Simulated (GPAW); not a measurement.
**How Pt absorbs and reflects light**

Aim: the dielectric function of Pt, and the optical constants that follow from it.

Main program and level: GPAW 26.7.0; DFT, LDA, plane-wave PAW (GPAW data sets), scalar-relativistic, RPA, optical limit.

## (1) Set-up

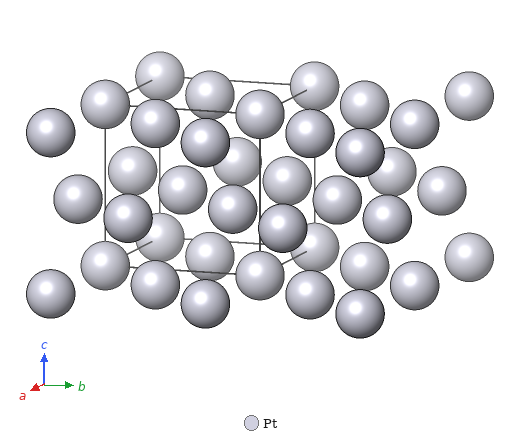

The starting structure, seen slightly off an axis (platinum light grey). 2×2×1 cells are drawn. This picture shows the conventional cell, with its axes. Some periodic images of atoms are drawn too.

## (2) Ground state

The self-consistent density comes first; it also tells whether there is a gap, which decides the occupations and the need for a Drude term.

This step: DFT, LDA, plane-wave PAW (GPAW data sets), scalar-relativistic, ground state (GPAW 26.7.0).

The input, gs.py:

```python
from ase import Atoms
from ase.dft.bandgap import bandgap
from gpaw import GPAW, PW, FermiDirac

atoms = Atoms(['Pt'],
              cell=[[0.000000000000, 1.960900000000, 1.960900000000],
                    [1.960900000000, 0.000000000000, 1.960900000000],
                    [1.960900000000, 1.960900000000, 0.000000000000]],
              scaled_positions=[[0.000000000000, 0.000000000000, 0.000000000000]],
              pbc=[True, True, True])
atoms.calc = GPAW(mode=PW(500), xc='LDA', kpts={'size': (10, 10, 10), 'gamma': True},
                  occupations=FermiDirac(0.05), maxiter=150, txt='gs.txt')
print('energy (eV)', atoms.get_potential_energy())
print('Fermi level (eV)', atoms.calc.get_fermi_level())
print('valence electrons', atoms.calc.get_number_of_electrons())
print('gap (eV)', bandgap(atoms.calc, output=None)[0])
print('direct gap (eV)', bandgap(atoms.calc, direct=True, output=None)[0])
atoms.calc.write('gs.gpw')
```

Launch:

```
OMP_NUM_THREADS=1 python gs.py
```

Numbers of over 12 decimals in the logs are rounded to 6 here.

The log of the run:

```text
__  _  _
 | _ |_)|_||  |
 |__||  | ||/\| - 26.7.0

Versions:
  Python: 3.12.14
  ASE:    3.29.0
  Numpy:  2.5.5
  Scipy:  1.18.1
  Libxc:  7.0.0

Input parameters:
  mode=PW(ecut=500.0),
  kpts=MonkhorstPack(size=(10, 10, 10), gamma=True),
  maxiter=150,
  occupations=Occupations(name='fermi-dirac', width=0.05, fixmagmom=False),
  xc=XC(name='LDA')

Diagonalizing LCAO Hamiltonian
Converting LCAO to pw mode

       Pt

Atoms  # Å, Bohr magnetons
|   | symbol |        x |        y |        z |    initial magnetic moments |
| 0 |     Pt | 0.000000 | 0.000000 | 0.000000 | ( 0.0000,  0.0000,  0.0000) |

Unit cell  # Å
| periodic |        x |        y |        z |  lengths |    angles |
|      yes | 0.000000 | 1.960900 | 1.960900 | 2.773131 | 60.000000 |
|      yes | 1.960900 | 0.000000 | 1.960900 | 2.773131 | 60.000000 |
|      yes | 1.960900 | 1.960900 | 0.000000 | 2.773131 | 60.000000 |

Number of symmetries: 48
Symmetry operations  # r_c * U_cc + t_c -> r_c
|    | kind |            matrix            |
|  0 |  σ   |  1, 0, 0,  1, 0,-1,  1,-1, 0 |
|  1 |  C2  |  1, 0, 0,  1,-1, 0,  1, 0,-1 |
|  2 |  E   |  1, 0, 0,  0, 1, 0,  0, 0, 1 |
|  3 |  σ   |  1, 0, 0,  0, 0, 1,  0, 1, 0 |
|  4 |  C4  |  1, 0,-1,  1, 0, 0,  1,-1, 0 |
|  5 |  S6  |  1, 0,-1,  1,-1, 0,  1, 0, 0 |
|  6 |  σ   |  1, 0,-1,  0, 1,-1,  0, 0,-1 |
|  7 |  C3  |  1, 0,-1,  0, 0,-1,  0, 1,-1 |
|  8 |  S6  |  1,-1, 0,  1, 0, 0,  1, 0,-1 |
|  9 |  C4  |  1,-1, 0,  1, 0,-1,  1, 0, 0 |
| 10 |  C3  |  1,-1, 0,  0,-1, 1,  0,-1, 0 |
| 11 |  σ   |  1,-1, 0,  0,-1, 0,  0,-1, 1 |
| 12 |  σ   |  0, 1, 0,  1, 0, 0,  0, 0, 1 |
| 13 |  C4  |  0, 1, 0,  0, 1,-1, -1, 1, 0 |
| 14 |  C3  |  0, 1, 0,  0, 0, 1,  1, 0, 0 |
| 15 |  S6  |  0, 1, 0, -1, 1, 0,  0, 1,-1 |
| 16 |  C2  |  0, 1,-1,  1, 0,-1,  0, 0,-1 |
| 17 |  σ   |  0, 1,-1,  0, 1, 0, -1, 1, 0 |
| 18 |  S4  |  0, 1,-1,  0, 0,-1,  1, 0,-1 |
| 19 |  C4  |  0, 1,-1, -1, 1, 0,  0, 1, 0 |
| 20 |  C3  |  0, 0, 1,  1, 0, 0,  0, 1, 0 |
| 21 |  σ   |  0, 0, 1,  0, 1, 0,  1, 0, 0 |
| 22 |  S6  |  0, 0, 1,  0,-1, 1, -1, 0, 1 |
| 23 |  C4  |  0, 0, 1, -1, 0, 1,  0,-1, 1 |
| 24 |  S4  |  0, 0,-1,  1, 0,-1,  0, 1,-1 |
| 25 |  C3  |  0, 0,-1,  0, 1,-1,  1, 0,-1 |
| 26 |  C2  |  0, 0,-1,  0,-1, 0, -1, 0, 0 |
| 27 |  S6  |  0, 0,-1, -1, 0, 0,  0,-1, 0 |
| 28 |  S4  |  0,-1, 1,  1,-1, 0,  0,-1, 0 |
| 29 |  C4  |  0,-1, 1,  0, 0, 1, -1, 0, 1 |
| 30 |  C2  |  0,-1, 1,  0,-1, 0,  1,-1, 0 |
| 31 |  σ   |  0,-1, 1, -1, 0, 1,  0, 0, 1 |
| 32 |  C3  |  0,-1, 0,  1,-1, 0,  0,-1, 1 |
| 33 |  S6  |  0,-1, 0,  0, 0,-1, -1, 0, 0 |
| 34 |  S4  |  0,-1, 0,  0,-1, 1,  1,-1, 0 |
| 35 |  C2  |  0,-1, 0, -1, 0, 0,  0, 0,-1 |
| 36 |  C2  | -1, 1, 0,  0, 1, 0,  0, 1,-1 |
| 37 |  S6  | -1, 1, 0,  0, 1,-1,  0, 1, 0 |
| 38 |  S4  | -1, 1, 0, -1, 0, 1, -1, 0, 0 |
| 39 |  C3  | -1, 1, 0, -1, 0, 0, -1, 0, 1 |
| 40 |  S6  | -1, 0, 1,  0, 0, 1,  0,-1, 1 |
| 41 |  C2  | -1, 0, 1,  0,-1, 1,  0, 0, 1 |
| 42 |  C3  | -1, 0, 1, -1, 1, 0, -1, 0, 0 |
| 43 |  S4  | -1, 0, 1, -1, 0, 0, -1, 1, 0 |
| 44 |  C2  | -1, 0, 0,  0, 0,-1,  0,-1, 0 |
| 45 |  i   | -1, 0, 0,  0,-1, 0,  0, 0,-1 |
| 46 |  σ   | -1, 0, 0, -1, 1, 0, -1, 0, 1 |
| 47 |  C2  | -1, 0, 0, -1, 0, 1, -1, 1, 0 |

BZ-sampling:
  Number of BZ points: 1000
  Number of IBZ points: 47

  Monkhorst-Pack size: [10, 10, 10]
  Monkhorst-Pack shift: [0.05, 0.05, 0.05]

K-points  # in reciprocal-cell coordinates
|     |                                coordinates |     weight |
|   0 | (  0.00000000,   0.00000000,   0.00000000) | 0.00100000 |
|   1 | (  0.10000000,   0.10000000,   0.00000000) | 0.00600000 |
|   2 | (  0.10000000,   0.10000000,   0.10000000) | 0.00800000 |
|   3 | (  0.20000000,   0.10000000,   0.10000000) | 0.01200000 |
|   4 | (  0.20000000,   0.20000000,   0.00000000) | 0.00600000 |
|   5 | (  0.20000000,   0.20000000,   0.10000000) | 0.02400000 |
|   6 | (  0.20000000,   0.20000000,   0.20000000) | 0.00800000 |
|   7 | (  0.30000000,   0.20000000,   0.10000000) | 0.02400000 |
|   8 | (  0.30000000,   0.20000000,   0.20000000) | 0.02400000 |
|   9 | (  0.30000000,   0.30000000,   0.00000000) | 0.00600000 |
| ... |                                            |            |
|  46 | (  0.50000000,   0.50000000,   0.50000000) | 0.00400000 |

Plane wave coefficients: 392
Cutoff: 500.0 eV

Spin-components: 1 (collinear spins)
Bands:           12
Projectors:      6
Spin-degeneracy: 2
Datatype:        complex128

Parallelization:
  kpt:    1
  domain: 1
  band:   1

Density:
  Valence electrons: 16.0
  Components: 1
  Grid points: [15 15 15]
  Charge: 0.0  # |e|

Potential:
  Grid points: [15 15 15]

species:
  Pt:
    name:    Platinum
    id:
    Z:       78.0
    valence: 16
    core:    62
    charge:  0.0  # [|e|]
    compensation charges:
      type: gauss
      rc: 0.41  # [Å]
      lmax: 2
    cutoffs:
      filter: 2.26  # [Å]
      core: 2.26  # [Å]
    projectors
    | kind |    occ | energy [eV] | rcut [Å] |
    |   6s |  1.000 |      -5.930 |    1.307 |
    |   5p |  6.000 |     -56.318 |    1.371 |
    |   6p |  0.000 |      -0.962 |    1.371 |
    |   5d |  9.000 |      -6.387 |    1.307 |
    |    s |        |      21.281 |    1.307 |
    |    d |        |      20.825 |    1.307 |

    Using partial waves for Pt as LCAO basis

Reference energy: -500096.748869  # eV

eigensolver:
  PPCG
  Converge bands: occupied
  niter=2

density mixing:
  MSR1-Mixer
  Pratt-step length: 0.05
  Maximum mixing coefficient: 0.75
  Old densities: 10
  SVD Regularization: 0.005
  Good broyden scale: 1.0
  Trust region scale: 1.0
  Backstep threshold: 4.0
  History deletion threshold: 6.0
  Fourier metric: weight=20.0, sigma=0.015

occupation numbers:
  Fermi-Dirac:
    width: 0.0500  # eV

poisson solver:
  ecut: 4000.0  # eV

xc functional:
  name: None

convergence criteria:
- Maximum [total energy] change in last 3 cyles: 0.0005 eV / valence electron
- Maximum integral of absolute [dens]ity change: 0.0001 electrons / valence electron
- Maximum integral of absolute [eigenst]ate change: 4e-08 eV^2 / valence electron
maximum number of iterations: 150

SCF iterations
|iter     |      energy | eigst |  dens |
|iter:   1||   -8.411214 | +0.25 |       |
|iter:   2||   -8.304458 | -2.25 | -1.17 |
|iter:   3||   -7.886488 | -1.61 | -1.22 |
|iter:   4||   -7.881192 | -3.92 | -2.31 |
|iter:   5||   -7.878896c| -3.71 | -2.53 |
|iter:   6||   -7.878892c| -6.07 | -3.66 |
|iter:   7||   -7.878893c| -6.64 | -3.84 |
|iter:   8||   -7.878893c| -7.89c| -5.24c|

Converged in 8 steps
SCF loop duration: 3.482 s (0.435 s/step)
Energy contributions relative to reference atoms: (reference = -500096.748869)

Energy contributions:
  Kinetic:          -7.653981
  Coulomb:           5.902283
  Zero:             -0.611519
  External:          0.000000
  Xc:               -5.509666
  Entropy:          -0.012019
  Spinorbit:         0.000000
  ----------------------------
  Free energy:      -7.884902
  Extrapolated:     -7.878893

dipole moment: (-13.452575, -13.452575, -13.452575)  # |e|*Ang

Fermi level: 11.797
Eigenvalues  # (at kpt = [0.000, 0.000, 0.000])
| band index |      eig [eV] | occ [0-2] |
|          0 |       -40.798 |     2.000 |
|          1 |       -40.798 |     2.000 |
|          2 |       -40.798 |     2.000 |
|          3 |         1.604 |     2.000 |
|          4 |         7.999 |     2.000 |
|          5 |         7.999 |     2.000 |
|          6 |         7.999 |     2.000 |
|          7 |        10.163 |     2.000 |
|          8 |        10.163 |     2.000 |
|          9 |        31.873 |     0.000 |
|         10 |        31.873 |     0.000 |
|         11 |        31.873 |     0.000 |

No gap
No difference between direct/indirect transitions

--- standard output ---
energy (eV) -7.878893
Fermi level (eV) 11.797205
valence electrons 16.0
gap (eV) 0.0
direct gap (eV) 0.0
```

Run time: 5.3 s. Hardware: 1 thread of Arm Neoverse V1, shared host; peak memory 0.12 GiB.

Numbers from this step:

- energy: -7.879 eV
- Fermi energy: 11.80 eV
- electrons: 16

There are states at the Fermi level within the smearing, so the occupations stay smeared and the carriers get a Drude term.

## (3) Bands for the response

The response needs many more empty bands than the density does.

This step: DFT, LDA, plane-wave PAW (GPAW data sets), scalar-relativistic, bands at fixed density (GPAW 26.7.0).

The input, nscf.py:

```python
from ase.dft.bandgap import bandgap
from gpaw import GPAW, FermiDirac

calc = GPAW('gs.gpw').fixed_density(kpts={'size': (15, 15, 15), 'gamma': True}, nbands=25, convergence={'bands': 19},
                                    occupations=FermiDirac(0.05), txt='nscf.txt')
print('gap (eV)', bandgap(calc, output=None)[0])
print('direct gap (eV)', bandgap(calc, direct=True, output=None)[0])
print('top band over the Fermi level (eV)', min(calc.get_eigenvalues(kpt=k)[18] for k in range(len(calc.get_ibz_k_points()))) - calc.get_fermi_level())
calc.write('full.gpw', mode='all')
```

Launch:

```
OMP_NUM_THREADS=1 python nscf.py
```

The log of the run:

```text
Diagonalizing LCAO Hamiltonian
Converting LCAO to pw mode
convergence criteria:
- Maximum integral of absolute [eigenst]ate change: 4e-08 eV^2 / valence electron
maximum number of iterations: 150

SCF iterations
|iter     |      energy | eigst |  dens |
|iter:   1||             | +3.03 |       |
|iter:   2||             | +0.85 |       |
|iter:   3||             | -1.38 |       |
|iter:   4||             | -3.34 |       |
|iter:   5||             | -5.29 |       |
|iter:   6||             | -7.09 |       |
|iter:   7||             | -8.17c|       |
SCF steps: 7
  __  _  _
 | _ |_)|_||  |
 |__||  | ||/\| - 26.7.0

Versions:
  Python: 3.12.14
  ASE:    3.29.0
  Numpy:  2.5.5
  Scipy:  1.18.1
  Libxc:  7.0.0

Input parameters:
  mode=PW(ecut=500.0),
  convergence={'bands': 19},
  gpts=array([15, 15, 15]),
  kpts=MonkhorstPack(size=(15, 15, 15), gamma=True),
  maxiter=150,
  nbands=25,
  occupations=Occupations(name='fermi-dirac', width=0.05, fixmagmom=False),
  parallel={},
  xc=XC(name='LDA')

--- standard output ---
gap (eV) 0.0
direct gap (eV) 0.0
top band over the Fermi level (eV) 35.395332
```

Run time: 17 s. Hardware: 1 thread; peak memory 0.15 GiB.

## (4) Dielectric function, RPA

Local fields let the induced charge screen the field inside the cell, which as a rule lowers ε, most along directions where the density is uneven.

This step: DFT, LDA, plane-wave PAW (GPAW data sets), scalar-relativistic, RPA, optical limit (GPAW 26.7.0).

The input, df.py:

```python
from gpaw.response.df import DielectricFunction

df = DielectricFunction('full.gpw', frequencies={'type': 'nonlinear', 'domega0': 0.03, 'omega2': 8},
                        ecut=50,
                        eta=0.15,
                        nbands=19,
                        rate=0.05,
                        txt='df.txt')
for direction in ['x']:
    df.get_dielectric_function(xc='RPA', direction=direction, filename=f'df_{direction}.csv')
```

Launch:

```
OMP_NUM_THREADS=1 python df.py
```

The log of the run:

```text
Using integrator: PointIntegrator
NonLinearFrequencyDescriptor(from 0.000 to 94.979 eV, 536 points)
Nonperiodic BCs:  [False False False]
Using integrator: PointIntegrator
NonLinearFrequencyDescriptor(from 0.000 to 94.979 eV, 536 points)
Nonperiodic BCs:  [False False False]
Using integrator: PointIntegrator

Calculating chi0 body with:
    Ground state adapter containing:
    Number of spins: 1
    Number of kpoints: 3375
    Number of irreducible kpoints: 120
    Number of completely occupied states: 5
    Number of partially occupied states: 9

    Linear response parametrization:
    q_c: [0.0, 0.0, 0.0]
    Number of frequency points: 536
    Planewave cutoff: 50.0
    Number of bands: 19
    Number of planewaves: 15
    Broadening (eta): 0.15

Integrating chi0 body.

Symmetries of q_c:
    Direct symmetries (Uq -> q): 48
    Indirect symmetries (TUq -> q): 0
In total 48 allowed symmetries.

120 groups of equivalent kpoints. 96.444444% reduction.

Integral kind: spectral function

Calculating chi0 optical extensions with:
    Ground state adapter containing:
    Number of spins: 1
    Number of kpoints: 3375
    Number of irreducible kpoints: 120
    Number of completely occupied states: 5
    Number of partially occupied states: 9

    Linear response parametrization:
    Number of frequency points: 536
    Planewave cutoff: 50.0
    Number of bands: 19
    Number of planewaves: 15
    Broadening (eta): 0.15
Integrating chi0 head and wings.

Symmetries of q_c:
    Direct symmetries (Uq -> q): 48
    Indirect symmetries (TUq -> q): 0
In total 48 allowed symmetries.

120 groups of equivalent kpoints. 96.444444% reduction.

Integral kind: spectral function wings

Calculating drude chi0 with:
    Number of frequency points:536
    Plasma frequency decay rate: 0.05 eV

    Ground state adapter containing:
    Number of spins: 1
    Number of kpoints: 3375
    Number of irreducible kpoints: 120
    Number of completely occupied states: 5
    Number of partially occupied states: 9

Symmetries of q_c:
    Direct symmetries (Uq -> q): 48
    Indirect symmetries (TUq -> q): 0
In total 48 allowed symmetries.

120 groups of equivalent kpoints. 96.444444% reduction.

Integral kind: intraband
Plasma frequency:
[[7.08-0.j 0.  +0.j 0.  -0.j]
 [0.  +0.j 7.08-0.j 0.  -0.j]
 [0.  +0.j 0.  -0.j 7.08-0.j]]
```

The job ended after 6.2 s (1 thread; peak memory 0.18 GiB).

Some rows of df_x.csv (energy; Re and Im without local fields; Re and Im with them):

```text
0.000000, 20363.406407, -0.000000, 20363.132347, -0.000000
0.460735, -252.689394, 156.081630, -252.685010, 156.055955
0.943989, -57.224846, 43.283340, -57.268623, 43.282645
1.451455, -26.791855, 31.487643, -26.845631, 31.479438
1.984998, -18.587544, 18.512633, -18.628512, 18.502506
2.546682, -10.603362, 13.573743, -10.645072, 13.583257
3.138794, -8.185968, 10.318913, -8.227591, 10.311102
3.763875, -5.121038, 6.517525, -5.147344, 6.517151
4.424758, -4.539012, 6.168801, -4.589055, 6.174812
5.124608, -1.916321, 4.315862, -1.955468, 4.308662
5.866977, -1.074991, 3.261602, -1.122665, 3.274419
6.655862, 1.699656, 4.783122, 1.672959, 4.788653
7.495775, -0.291006, 3.964543, -0.340881, 3.983293
8.391833, -0.151309, 5.266364, -0.183912, 5.359890
9.349861, -0.324927, 4.460246, -0.384671, 4.548656
10.376517, -0.858937, 2.331584, -1.005525, 2.402580
11.479449, -0.520421, 2.574404, -0.769527, 2.587025
12.667487, -0.041721, 2.345821, -0.228611, 2.284404
13.950874, 0.121163, 1.884618, -0.071399, 1.794344
```

Sum at mesh points, not converged in k. Table of Im ε, E ∥ x by photon energy; read off at these points:

| photon energy (eV) | Im ε, E ∥ x |
| --- | --- |
| 1.0 | 41.2 |
| 2.0 | 18.4 |
| 3.0 | 9.87 |
| 4.0 | 6.59 |
| 5.0 | 4.35 |
| 6.0 | 3.12 |
| 6.8 | 5.44 |
| 7.0 | 4.11 |
| 8.0 | 4.55 |
| 9.0 | 4.27 |
| 10.0 | 3.67 |
| 11.0 | 3.20 |
| 12.0 | 2.01 |
| 13.0 | 1.89 |

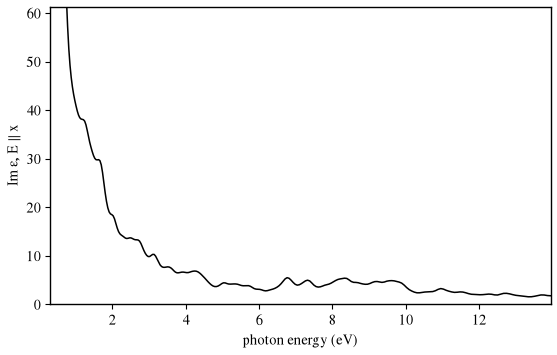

Im ε, E ∥ x, plotted against photon energy. Below 1 eV the curve runs off the scale.

Values under 1 per cm are given as 1; sum at mesh points, not converged in k. The absorption coefficient, E ∥ x by photon energy:

```csv
photon energy (eV),"absorption coefficient, E ∥ x (1/cm)"
1.01,7.7e5
1.99,9.5e5
3.02,1.0e6
3.98,9.9e5
4.98,9.0e5
6.02,8.3e5
6.99,1.0e6
8.03,1.1e6
9.02,1.3e6
10.03,1.8e6
11.03,1.6e6
12.02,1.4e6
13.00,1.5e6
```

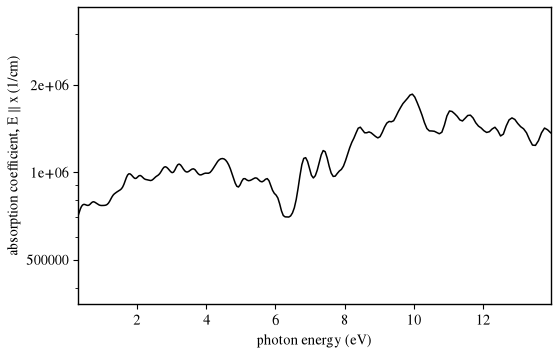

Absorption coefficient, E ∥ x, plotted against photon energy.

The loss function −Im 1/ε at q → 0, E ∥ x has structure finer than the step of the table below, so its rows give means over 1 eV, whole bins alone (the curve runs from 0.305 to 14.0 eV). Peaks (eV: height): 6.2: 0.357, 7.6: 0.277, 10.7: 0.368, 12.5: 0.505, 13.4: 0.627.

Sum at mesh points, not converged in k. Table of loss function −Im 1/ε at q → 0, E ∥ x by energy loss; means over each step:

```csv
energy loss (eV),"loss function −Im 1/ε at q → 0, E ∥ x"
1,0.0101
2,0.0285
3,0.0564
4,0.101
5,0.178
6,0.283
7,0.212
8,0.219
9,0.222
10,0.243
11,0.339
12,0.434
13,0.510
```

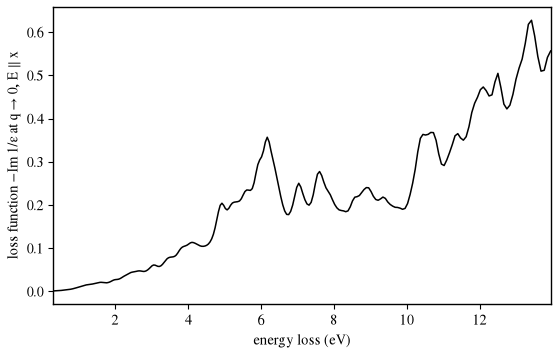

Loss function −Im 1/ε at q → 0, E ∥ x, plotted against energy loss.

The reflectivity at normal incidence, E ∥ x has structure finer than the step of the table below, so its rows give means over 1 eV, whole bins alone (the curve runs from 0.305 to 14.0 eV). Peaks (eV: height): 6.9: 31.8, 10.0: 45.0, 11.1: 33.8.

Sum at mesh points, not converged in k. Table of reflectivity at normal incidence, E ∥ x by photon energy; means over each step:

```csv
photon energy (eV),"reflectivity at normal incidence, E ∥ x (%)"
1,84.8
2,74.1
3,65.2
4,55.2
5,45.4
6,28.9
7,27.6
8,27.0
9,30.7
10,38.7
11,30.3
12,28.3
13,24.5
```

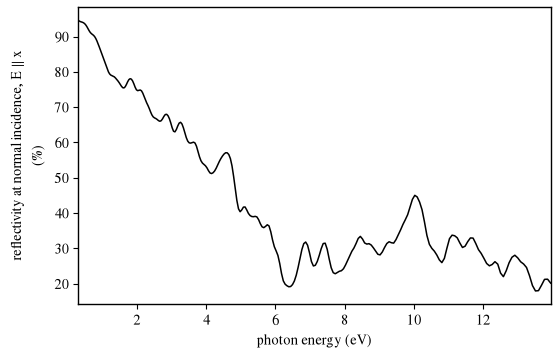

Reflectivity at normal incidence, E ∥ x, plotted against photon energy.

Sum at mesh points, not converged in k. Table of Im ε, E ∥ x by photon energy; read off at these points:

```
photon energy (eV)  without local fields  with local fields
               1.0                  41.2               41.2
               2.0                  18.4               18.4
               3.0                  9.88               9.87
               4.0                  6.57               6.59
               5.0                  4.36               4.35
               6.0                  3.11               3.12
               6.8                  5.41               5.44
               7.0                  4.09               4.11
               8.0                  4.52               4.55
               9.0                  4.23               4.27
              10.0                  3.56               3.67
              11.0                  3.10               3.20
              12.0                  2.09               2.01
              13.0                  1.96               1.89
```

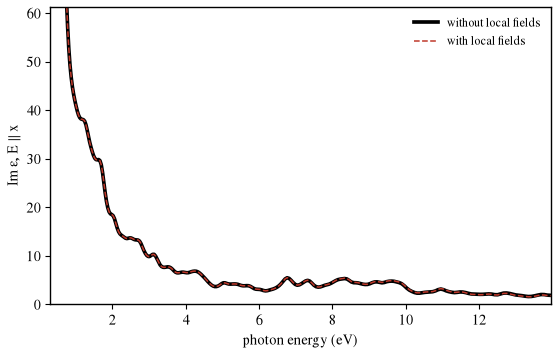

Im ε, E ∥ x, plotted against photon energy. Below 1 eV the curve runs off the scale.

At chosen wavelengths:

```csv
wavelength (nm),n,k,R (%),1/α
1550,2.81,9.697,89.6,13 nm
1064,2.89,6.598,80.3,13 nm
633,1.94,4.794,75.5,11 nm
365,1.31,2.927,62.3,9.9 nm
308,1.35,2.431,52.8,10 nm
248,1.21,1.804,40.6,11 nm
193,1.53,1.083,19.2,14 nm
```

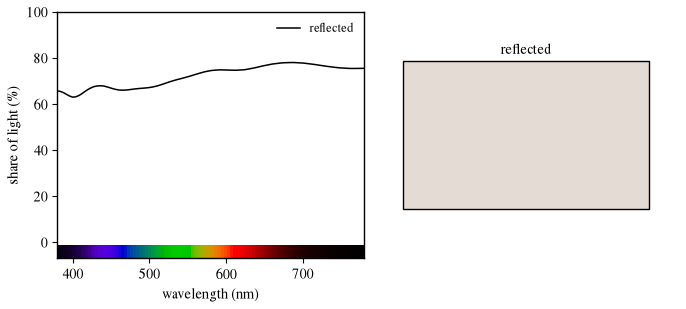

Light reflected across the visible range, with the colour that it makes of daylight (sRGB).

In reflection the computed colour is light grey: x = 0.324, y = 0.336, luminous reflectivity 72 %.

## (5) What came out

At this level (LDA, RPA) Pt is a metal. The mesh is too coarse to trust the carriers' weight, the reflectivity or the colour to better than tens of per cent. In reflection the computed colour is light grey: x = 0.324, y = 0.336, luminous reflectivity 72 %. The carriers' damping of 0.05 eV is typed, not computed; it shapes the response at the lowest energies. Spin-orbit coupling is left out although heavy atoms are present. In this version of GPAW the matrix elements of the optical limit are incomplete, which can lower ε − 1 by up to a tenth where first-row anions or d states rule, and shift it by more in d metals. GPAW's carrier term has the form −ωp²/(ω + i·rate)², which damps like twice the rate and fails at low energy, so the curves leave the lowest energies out. The sum runs over mesh points 0.18 Å⁻¹ apart with no interpolation, so peaks are partly noise of the mesh, and the Drude plasma energy, a sum over the Fermi surface, isn't converged.

[Machine, clock and banner lines and Python warnings are left out of the logs.]

[Logs are printed without paths, hosts, clocks, repeated set-up lines and the standing remarks that a program may print on its own settings, such as how far it seeks lower states.]

[Hosts, paths, dates, database ids (printed as entryN), source tags and the programs' standing remarks are cut or masked in the printed files.]
